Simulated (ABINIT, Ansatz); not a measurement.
# CsPbCl3 (Pm-3m): G0W0 with ABINIT, start to end, part 2 of 3

Wanted: ground state, empty states, screening and self-energy for CsPbCl3 (Pm-3m).

ABINIT 10.8.3; PBE and many-body steps on it, plane waves. Known limits of the many-body steps: not at the basis limit; no spin-orbit coupling; coarse k mesh.

So far. Step 2 (Ground state): The gap is direct, at (0.500, 0.500, 0.500).

**3. Bands along the symmetry lines**

Level of this step: DFT, PBE, plane waves, norm-conserving pseudopotentials (ABINIT).

The cheap functional maps the bands first; the places of the edges decide which points the dearer methods must see.

The input, run.abi:

```
acell 3*1.0 Angstrom
rprim 
  5.605000000000 0.000000000000 0.000000000000
  0.000000000000 5.605000000000 0.000000000000
  0.000000000000 0.000000000000 5.605000000000
ntypat 3
znucl 55 82 17
natom 5
typat 1 2 3 3 3
xred 
  0.000000000000 0.000000000000 0.000000000000
  0.500000000000 0.500000000000 0.500000000000
  0.500000000000 0.500000000000 0.000000000000
  0.000000000000 0.500000000000 0.500000000000
  0.500000000000 0.000000000000 0.500000000000
pp_dirpath "pseudos"
pseudos "Cs.upf, Pb.upf, Cl.upf"
ecut 32
iscf -2
irdden 1
kptopt 0
nkpt 26
kpt 
  0.00000000 0.00000000 0.00000000
  0.00000000 0.12500000 0.00000000
  0.00000000 0.25000000 0.00000000
  0.00000000 0.37500000 0.00000000
  0.00000000 0.50000000 0.00000000
  0.12500000 0.50000000 0.00000000
  0.25000000 0.50000000 0.00000000
  0.37500000 0.50000000 0.00000000
  0.50000000 0.50000000 0.00000000
  0.37500000 0.37500000 0.00000000
  0.25000000 0.25000000 0.00000000
  0.12500000 0.12500000 0.00000000
  0.00000000 0.00000000 0.00000000
  0.12500000 0.12500000 0.12500000
  0.25000000 0.25000000 0.25000000
  0.37500000 0.37500000 0.37500000
  0.50000000 0.50000000 0.50000000
  0.37500000 0.50000000 0.37500000
  0.25000000 0.50000000 0.25000000
  0.12500000 0.50000000 0.12500000
  0.00000000 0.50000000 0.00000000
  0.50000000 0.50000000 0.50000000
  0.50000000 0.50000000 0.37500000
  0.50000000 0.50000000 0.25000000
  0.50000000 0.50000000 0.12500000
  0.50000000 0.50000000 0.00000000
istwfk *1
nband 33
nbdbuf 2
tolwfr 1e-08
nstep 40
prtwf 0
prtvol 0
indata_prefix "in"
outdata_prefix "out"
tmpdata_prefix "tmp"
```

On the command line:

```
> OMP_NUM_THREADS=1 mpirun -n 4 abinit run.abi > log
```

Numbers of over 12 decimals in the logs are rounded to 6 here.

Log:

```text
.Version 10.8.3 of ABINIT. v10.8.2 released Aug 2026.

 Symmetries : space group Pm -3 m (#221); Bravais cP (primitive cubic)
[... echo of the input left out ...]
== DATASET  1 ==================================================================
-   mpi_nproc: 4, omp_nthreads: 1 (-1 if OMP is not activated)

--- !DatasetInfo
iteration_state: {dtset: 1, }
dimensions: {natom: 5, nkpt: 26, mband: 33, nsppol: 1, nspinor: 1, nspden: 1, mpw: 10315, }
cutoff_energies: {ecut:  32.0, pawecutdg:  -1.0, }
electrons: {nelect:   5.20000000E+01, charge:   0.00000000E+00, occopt:   1.00000000E+00, tsmear:   1.00000000E-02, }

 Real(R)+Recip(G) space primitive vectors, cartesian coordinates (Bohr,Bohr^-1):
 R(1)= 10.5919149  0.0000000  0.0000000  G(1)=  0.0944116  0.0000000  0.0000000
 R(2)=  0.0000000 10.5919149  0.0000000  G(2)=  0.0000000  0.0944116  0.0000000
 R(3)=  0.0000000  0.0000000 10.5919149  G(3)=  0.0000000  0.0000000  0.0944116
 Unit cell volume ucvol=  1.1882928E+03 bohr^3
 Angles (23,13,12)=  9.00000000E+01  9.00000000E+01  9.00000000E+01 degrees

 getcut: wavevector=  0.0000  0.0000  0.0000  ngfft=  54  54  54
         ecut(hartree)=     32.000   => boxcut(ratio)=   2.00207

--- Pseudopotential description ------------------------------------------------
- Cs Generated using ONCVPSP code by D. R. Hamann
- 55.00000   9.00000  171031                  znucl, zion, pspdat
12 -101130 3 -1 2414                          pspcod,pspxc,lmax,lloc,mmax
     nproj     2     2     2     2
  pspatm : epsatm=   22.81663564
         --- l  ekb(1:nproj) -->
             0    6.176104    0.756334
             1    6.263084    0.786397
             2    3.737592    0.906929
[...]
pspatm: atomic psp has been read  and splines computed

- Pb Generated using ONCVPSP code by D. R. Hamann
- 82.00000  22.00000  220131                  znucl, zion, pspdat
12 -101130 3 -1 1692                          pspcod,pspxc,lmax,lloc,mmax
     nproj     2     2     2     1
  pspatm : epsatm=   27.21822286
         --- l  ekb(1:nproj) -->
[...]
3    9.337611
 pspatm: atomic psp has been read  and splines computed

- Cl Generated using ONCVPSP code by D. R. Hamann
- 17.00000   7.00000  171031                  znucl, zion, pspdat
12 -101130 2 -1 1028                          pspcod,pspxc,lmax,lloc,mmax
     nproj     2     2     2     0
  pspatm : epsatm=    9.12776517
         --- l  ekb(1:nproj) -->
[...]
pspatm: atomic psp has been read  and splines computed

--------------------------------------------------------------------------------

================================================================================
 prteigrs : about to open file out_EIG
 Non-SCF case, kpt    1 (  0.00000  0.00000  0.00000), residuals and eigenvalues=
  6.30E-09  1.92E-09  4.87E-09  8.05E-09  7.00E-09  3.92E-09  8.29E-09  4.08E-09
[...]
Non-SCF case, kpt   25 (  0.50000  0.50000  0.12500), residuals and eigenvalues=
[...]
Non-SCF case, kpt   26 (  0.50000  0.50000  0.00000), residuals and eigenvalues=
[...]
-2.3826E-02 -2.7424E-03 -2.7424E-03 -1.4325E-03 -1.4325E-03  8.2114E-04
  2.0686E-02  7.2320E-02  1.9495E-01  1.9495E-01  2.8318E-01  3.0027E-01
[...]
--- !ResultsGS
iteration_state: {dtset: 1, }
comment   : Summary of ground state results
lattice_vectors:
- [ 10.5919149,   0.0000000,   0.0000000, ]
- [  0.0000000,  10.5919149,   0.0000000, ]
- [  0.0000000,   0.0000000,  10.5919149, ]
lattice_lengths: [  10.59191,   10.59191,   10.59191, ]
lattice_angles: [ 90.000,  90.000,  90.000, ] # degrees, (23, 13, 12)
lattice_volume:   1.1882928E+03
convergence: {deltae:  0.000E+00, res2:  0.000E+00, residm:  9.999E-09, diffor:  0.000E+00, }
etotal    :  -2.82636524E+02
entropy   :   0.00000000E+00
fermie    :   1.02427899E-01
cartesian_stress_tensor: null
pressure_GPa: null
xred      :
- [  0.0000E+00,   0.0000E+00,   0.0000E+00, Cs]
- [  5.0000E-01,   5.0000E-01,   5.0000E-01, Pb]
- [  5.0000E-01,   5.0000E-01,   0.0000E+00, Cl]
- [  0.0000E+00,   5.0000E-01,   5.0000E-01, Cl]
- [  5.0000E-01,   0.0000E+00,   5.0000E-01, Cl]
cartesian_forces: null
force_length_stats: {min: null, max: null, mean: null, }

 Integrated electronic density in atomic spheres:
 ------------------------------------------------
 Atom  Sphere_radius  Integrated_density
[...]
================================================================================

 ----iterations are completed or convergence reached----

 Mean square residual over all n,k,spin=   68.168E-10; max=  99.992E-10
 reduced coordinates (array xred) for    5 atoms
[...]
0.000000000000      0.500000000000      0.500000000000
       0.500000000000      0.000000000000      0.500000000000

 cartesian coordinates (angstrom) at end:
    1      0.000000     0.000000     0.000000
    2      2.802500     2.802500     2.802500
    3      2.802500     2.802500     0.000000
    4      0.000000     2.802500     2.802500
    5      2.802500     0.000000     2.802500
 length scales=  1.889726125908  1.889726125908  1.889726125908 bohr
              =  1.000000000000  1.000000000000  1.000000000000 angstroms
 prteigrs : about to open file out_EIG
 Eigenvalues (hartree) for nkpt=  26  k points:
 kpt#   1, nband= 33, wtk=  1.00000, kpt=  0.0000  0.0000  0.0000 (reduced coord)
[...]
kpt#   2, nband= 33, wtk=  1.00000, kpt=  0.0000  0.1250  0.0000 (reduced coord)
[...]
kpt#   3, nband= 33, wtk=  1.00000, kpt=  0.0000  0.2500  0.0000 (reduced coord)
[...]
kpt#  25, nband= 33, wtk=  1.00000, kpt=  0.5000  0.5000  0.1250 (reduced coord)
[...]
0.32530
 kpt#  26, nband= 33, wtk=  1.00000, kpt=  0.5000  0.5000  0.0000 (reduced coord)
[...]
-0.19641   -0.06162   -0.02383   -0.00274   -0.00274   -0.00143   -0.00143    0.00082
   0.02069    0.07232    0.19495    0.19495    0.28318    0.30027    0.31371    0.32720
   0.33270

== END DATASET(S) ==============================================================
================================================================================

 -outvars: echo values of variables after computation  --------
            nband          33
             nkpt          26
          spgroup         221
 [... the other variables as echoed above ...]

 Calculation completed.
```

The job ended after 73 s (4 MPI ranks of Arm Neoverse V1, shared host; peak memory 0.44 GiB).

This step gave:

```
gap                        : 1.932 eV
k of the valence top       : 0.5, 0.5, 0.5
k of the conduction bottom : 0.5, 0.5, 0.5
least direct gap           : 1.932 eV
```

The gap is 1.932 eV, as in the run before at this level.

The electronic bands at the labelled points (eV, zero at the top of the highest filled band):

```
    point  band 23  band 24  band 25  band 26  band 27  band 28  band 29  band 30
        Γ    -2.64    -2.54    -2.54    -2.54     3.34     4.28     4.28     5.19
        X    -2.74    -2.64    -2.64    -1.69     3.02     4.68     5.19     5.33
        M    -2.83    -2.76    -2.22    -0.82     2.52     2.52     4.92     5.38
        Γ    -2.64    -2.54    -2.54    -2.54     3.34     4.28     4.28     5.19
        R    -2.21    -2.21    -2.21     0.00     1.93     1.93     1.93     5.10
        X    -2.74    -2.64    -2.64    -1.69     3.02     4.68     5.19     5.33
jump to R    -2.21    -2.21    -2.21     0.00     1.93     1.93     1.93     5.10
        M    -2.83    -2.76    -2.22    -0.82     2.52     2.52     4.92     5.38
```

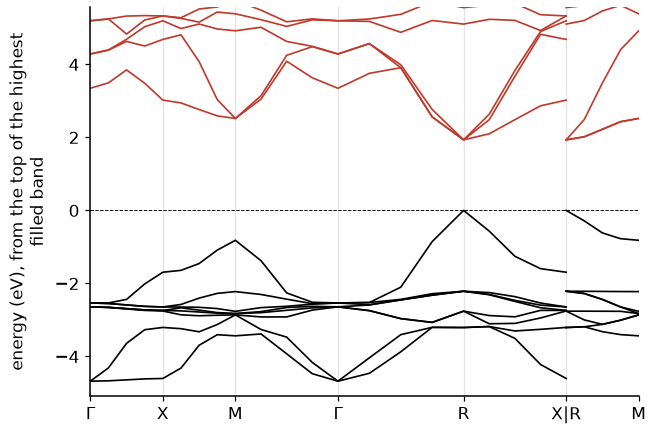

Electronic bands along the path; lines of filled and empty bands in two colours.

**4. Empty states on the mesh, 2×2×2 mesh, 605 bands**

The sums over transitions need many empty states on a uniform mesh; this step solves for them.

The input, run.abi:

```
acell 3*1.0 Angstrom
rprim 
  5.605000000000 0.000000000000 0.000000000000
  0.000000000000 5.605000000000 0.000000000000
  0.000000000000 0.000000000000 5.605000000000
ntypat 3
znucl 55 82 17
natom 5
typat 1 2 3 3 3
xred 
  0.000000000000 0.000000000000 0.000000000000
  0.500000000000 0.500000000000 0.500000000000
  0.500000000000 0.500000000000 0.000000000000
  0.000000000000 0.500000000000 0.500000000000
  0.500000000000 0.000000000000 0.500000000000
pp_dirpath "pseudos"
pseudos "Cs.upf, Pb.upf, Cl.upf"
ecut 32
ngkpt 2 2 2
nshiftk 1
shiftk 0 0 0
kptopt 1
chksymbreak 0
iscf -2
irdden 1
istwfk *1
nband 605
nbdbuf 54
tolwfr 1e-09
nstep 60
prtvol 0
indata_prefix "in"
outdata_prefix "out"
tmpdata_prefix "tmp"
```

Log:

```text
.Version 10.8.3 of ABINIT. v10.8.2 released Aug 2026.

 Symmetries : space group Pm -3 m (#221); Bravais cP (primitive cubic)
[... echo of the input left out ...]
== DATASET  1 ==================================================================
-   mpi_nproc: 4, omp_nthreads: 1 (-1 if OMP is not activated)

--- !DatasetInfo
iteration_state: {dtset: 1, }
dimensions: {natom: 5, nkpt: 4, mband: 605, nsppol: 1, nspinor: 1, nspden: 1, mpw: 10280, }
cutoff_energies: {ecut:  32.0, pawecutdg:  -1.0, }
electrons: {nelect:   5.20000000E+01, charge:   0.00000000E+00, occopt:   1.00000000E+00, tsmear:   1.00000000E-02, }

 Real(R)+Recip(G) space primitive vectors, cartesian coordinates (Bohr,Bohr^-1):
 R(1)= 10.5919149  0.0000000  0.0000000  G(1)=  0.0944116  0.0000000  0.0000000
 R(2)=  0.0000000 10.5919149  0.0000000  G(2)=  0.0000000  0.0944116  0.0000000
 R(3)=  0.0000000  0.0000000 10.5919149  G(3)=  0.0000000  0.0000000  0.0944116
 Unit cell volume ucvol=  1.1882928E+03 bohr^3
 Angles (23,13,12)=  9.00000000E+01  9.00000000E+01  9.00000000E+01 degrees

 getcut: wavevector=  0.0000  0.0000  0.0000  ngfft=  54  54  54
         ecut(hartree)=     32.000   => boxcut(ratio)=   2.00207

--- Pseudopotential description ------------------------------------------------
- Cs Generated using ONCVPSP code by D. R. Hamann
- 55.00000   9.00000  171031                  znucl, zion, pspdat
12 -101130 3 -1 2414                          pspcod,pspxc,lmax,lloc,mmax
     nproj     2     2     2     2
  pspatm : epsatm=   22.81663564
         --- l  ekb(1:nproj) -->
             0    6.176104    0.756334
             1    6.263084    0.786397
             2    3.737592    0.906929
[...]
pspatm: atomic psp has been read  and splines computed

- Pb Generated using ONCVPSP code by D. R. Hamann
- 82.00000  22.00000  220131                  znucl, zion, pspdat
12 -101130 3 -1 1692                          pspcod,pspxc,lmax,lloc,mmax
     nproj     2     2     2     1
  pspatm : epsatm=   27.21822286
         --- l  ekb(1:nproj) -->
[...]
3    9.337611
 pspatm: atomic psp has been read  and splines computed

- Cl Generated using ONCVPSP code by D. R. Hamann
- 17.00000   7.00000  171031                  znucl, zion, pspdat
12 -101130 2 -1 1028                          pspcod,pspxc,lmax,lloc,mmax
     nproj     2     2     2     0
  pspatm : epsatm=    9.12776517
         --- l  ekb(1:nproj) -->
[...]
pspatm: atomic psp has been read  and splines computed

--------------------------------------------------------------------------------

================================================================================
 prteigrs : about to open file out_EIG
 Non-SCF case, kpt    1 (  0.00000  0.00000  0.00000), residuals and eigenvalues=
  7.30E-10  2.18E-10  1.35E-10  2.02E-10  8.25E-11  7.10E-10  8.59E-10  5.86E-10
  6.78E-10  8.26E-10  1.04E-10  1.49E-10  1.78E-10  1.35E-10  1.69E-10  2.52E-10
  1.54E-10  1.23E-10  1.46E-10  2.12E-10  7.77E-11  1.84E-10  2.53E-10  1.38E-10
[...]
3.76E-04  1.17E-03  3.44E-04  4.27E-04  6.11E-04
 -5.0237E+00 -2.8816E+00 -2.8816E+00 -2.8816E+00 -6.8291E-01 -5.1653E-01
 -5.1653E-01 -5.0762E-01 -5.0762E-01 -5.0762E-01 -4.5513E-01 -4.2305E-01
 -4.2305E-01 -1.9776E-01 -1.9776E-01 -1.9776E-01 -1.4101E-01 -6.9483E-02
[...]
4.4591E+00  4.4633E+00  4.4852E+00  4.4853E+00  4.4854E+00  4.5027E+00
  4.5032E+00  4.5078E+00  4.5162E+00  4.5168E+00  4.5171E+00  4.5197E+00
  4.5203E+00  4.5225E+00  4.5422E+00  4.5448E+00  4.5484E+00
 prteigrs : prtvol=0 or 1, do not print more k-points.

--- !ResultsGS
iteration_state: {dtset: 1, }
comment   : Summary of ground state results
lattice_vectors:
- [ 10.5919149,   0.0000000,   0.0000000, ]
- [  0.0000000,  10.5919149,   0.0000000, ]
- [  0.0000000,   0.0000000,  10.5919149, ]
lattice_lengths: [  10.59191,   10.59191,   10.59191, ]
lattice_angles: [ 90.000,  90.000,  90.000, ] # degrees, (23, 13, 12)
lattice_volume:   1.1882928E+03
convergence: {deltae:  0.000E+00, res2:  0.000E+00, residm:  9.845E-10, diffor:  0.000E+00, }
etotal    :  -2.82636524E+02
entropy   :   0.00000000E+00
fermie    :   1.02427899E-01
cartesian_stress_tensor: null
pressure_GPa: null
xred      :
- [  0.0000E+00,   0.0000E+00,   0.0000E+00, Cs]
- [  5.0000E-01,   5.0000E-01,   5.0000E-01, Pb]
- [  5.0000E-01,   5.0000E-01,   0.0000E+00, Cl]
- [  0.0000E+00,   5.0000E-01,   5.0000E-01, Cl]
- [  5.0000E-01,   0.0000E+00,   5.0000E-01, Cl]
cartesian_forces: null
force_length_stats: {min: null, max: null, mean: null, }

 Integrated electronic density in atomic spheres:
 ------------------------------------------------
 Atom  Sphere_radius  Integrated_density
[...]
================================================================================

 ----iterations are completed or convergence reached----

 Mean square residual over all n,k,spin=   36.361E-11; max=  98.450E-11
 reduced coordinates (array xred) for    5 atoms
[...]
0.000000000000      0.500000000000      0.500000000000
       0.500000000000      0.000000000000      0.500000000000

 cartesian coordinates (angstrom) at end:
    1      0.000000     0.000000     0.000000
    2      2.802500     2.802500     2.802500
    3      2.802500     2.802500     0.000000
    4      0.000000     2.802500     2.802500
    5      2.802500     0.000000     2.802500
 length scales=  1.889726125908  1.889726125908  1.889726125908 bohr
              =  1.000000000000  1.000000000000  1.000000000000 angstroms
 prteigrs : about to open file out_EIG
 Eigenvalues (hartree) for nkpt=   4  k points:
 kpt#   1, nband=605, wtk=  0.12500, kpt=  0.0000  0.0000  0.0000 (reduced coord)
[...]
4.44309    4.45206    4.45908    4.45909    4.45909    4.46335    4.48515    4.48528
   4.48538    4.50265    4.50319    4.50784    4.51625    4.51682    4.51710    4.51966
   4.52031    4.52253    4.54218    4.54479    4.54835
 prteigrs : prtvol=0 or 1, do not print more k-points.

== END DATASET(S) ==============================================================
================================================================================

 -outvars: echo values of variables after computation  --------
            nband         605
             nkpt           4
          spgroup         221
 [... the other variables as echoed above ...]

 Calculation completed.
```

It took 12 min on 4 MPI ranks; peak memory 0.9 GiB; 47 min of CPU time.

Numbers from this step:

```yaml
gap: 1.932 eV
k_of_the_valence_top: 0.5, 0.5, 0.5
k_of_the_conduction_bottom: 0.5, 0.5, 0.5
least_direct_gap: 1.932 eV
k_points_computed: 4
lowest_point_of_the_top_converged_band_above_the_valence_top: 111.6159 eV
```

On this mesh the gap is 1.932 eV.

**5. Screening, 2×2×2 mesh, 551 bands, screening to 217.7 eV**

The RPA dielectric matrix is built and inverted for each q.

This step: RPA screening on PBE, plane waves, norm-conserving pseudopotentials.

run.abi: that of step 4 with these lines changed.

```diff
@@ -23,10 +23,11 @@
 chksymbreak 0
-iscf -2
-irdden 1
 istwfk *1
-nband 605
-nbdbuf 54
-tolwfr 1e-09
-nstep 60
-prtvol 0
+occopt 1
+irdwfk 1
+optdriver 3
+nband 551
+ecuteps 8
+inclvkb 2
+awtr 1
+symchi 1
 indata_prefix "in"
```

Log:

```text
.Version 10.8.3 of ABINIT. v10.8.2 released Aug 2026.

 Symmetries : space group Pm -3 m (#221); Bravais cP (primitive cubic)
[... echo of the input left out ...]
== DATASET  1 ==================================================================
-   mpi_nproc: 4, omp_nthreads: 1 (-1 if OMP is not activated)

--- !DatasetInfo
iteration_state: {dtset: 1, }
dimensions: {natom: 5, nkpt: 4, mband: 551, nsppol: 1, nspinor: 1, nspden: 1, mpw: 10280, }
cutoff_energies: {ecut:  32.0, pawecutdg:  -1.0, }
electrons: {nelect:   5.20000000E+01, charge:   0.00000000E+00, occopt:   1.00000000E+00, tsmear:   1.00000000E-02, }

 SCREENING: Calculation of the susceptibility and dielectric matrices

 Based on a program developped by R.W. Godby, V. Olevano, G. Onida, and L. Reining.
 Incorporated in ABINIT by V. Olevano, G.-M. Rignanese, and M. Torrent.
.Using double precision arithmetic ; gwpc =  8

[... cell and pseudopotentials left out ...]
--------------------------------------------------------------------------------

 ==== K-mesh for the wavefunctions ====
 Number of points in the irreducible wedge :     4
[... list of points left out ...]
 Together with 48 symmetry operations and time-reversal symmetry
 yields     8 points in the full Brillouin Zone.

 ==== Q-mesh for the screening function ====
 Number of points in the irreducible wedge :     4
[... list of points left out ...]
 Together with 48 symmetry operations and time-reversal symmetry
 yields     8 points in the full Brillouin Zone.

 setmesh: FFT mesh size selected  =    45x   45x   45
          total number of points  =        91125

 vcoul_init : cutoff-mode = AUXILIARY_FUNCTION
 q-points for optical limit:   1
     1)      0.000010    0.000020    0.000030

- screening: taking advantage of time-reversal symmetry
- Maximum band index for partially occupied states nbvw = 26
- Remaining bands to be divided among processors   nbcw = 525
- Number of bands treated by each node ~131

 Number of electrons calculated from density =   52.0000; Expected =   52.0000
 average of density, n =  0.043760
 r_s =    1.7604
 omega_plasma =   20.1788 [eV]

 calculating chi0 at frequencies [eV] :
  1    0.000000E+00    0.000000E+00
  2    0.000000E+00    2.017881E+01

--------------------------------------------------------------------------------
  q-point number  1        q = ( 0.000000, 0.000000, 0.000000) [r.l.u.]
--------------------------------------------------------------------------------
[... chi0 elements left out ...]
 For q-point:  0.000010 0.000020 0.000030
  dielectric constant =   7.2336
  dielectric constant without local fields =   8.2230

  Average fulfillment of the sum rule on Im[epsilon] for q-point    1 :     87.29  [%]
[... wings left out ...]
  q-point number  2        q = ( 0.500000, 0.000000, 0.000000) [r.l.u.]
--------------------------------------------------------------------------------
[... chi0 elements left out ...]
  Average fulfillment of the sum rule on Im[epsilon] for q-point    2 :     90.02  [%]

 [... 2 further q-points ...]
```

It took 8.1 min on 4 MPI ranks; peak memory 4.9 GiB.

Numbers from this step:

- ε∞ with local fields, on this mesh, along the program's q direction: 7.234
- the same without local fields: 8.223
- plasma frequency: 20.18 eV
- plane waves in the screening matrix: 1309

Local fields lower ε∞ by 12 %. On a Γ-centred mesh this coarse the value itself is usually too large, while a short band sum pulls it down.

(Continued in part 3 of 3.)

[Paths, hosts, dates, memory and timing lines, banners, echoed tables and standing remarks are left out of the program output.]

[Logs are printed without paths, hosts, clocks, repeated set-up lines and the standing remarks that a program may print on its own settings, such as how far it seeks lower states.]

[Runs of the session that timed out or met a known fault of the program may be left out.]

[Hosts, paths, dates, database ids (printed as entryN), source tags and the programs' standing remarks are cut or masked in the printed files.]

[G0W0 gaps are taken among the corrected bands and points alone; a level outside them can change the order at an edge.]

[Where Ansatz stands beside ABINIT at settings called matched, ABINIT's density can come from a denser mesh and the files from another edition; pairs whose starting gaps differed by over 0.03 eV were left out, so agreement reads better than it is.]
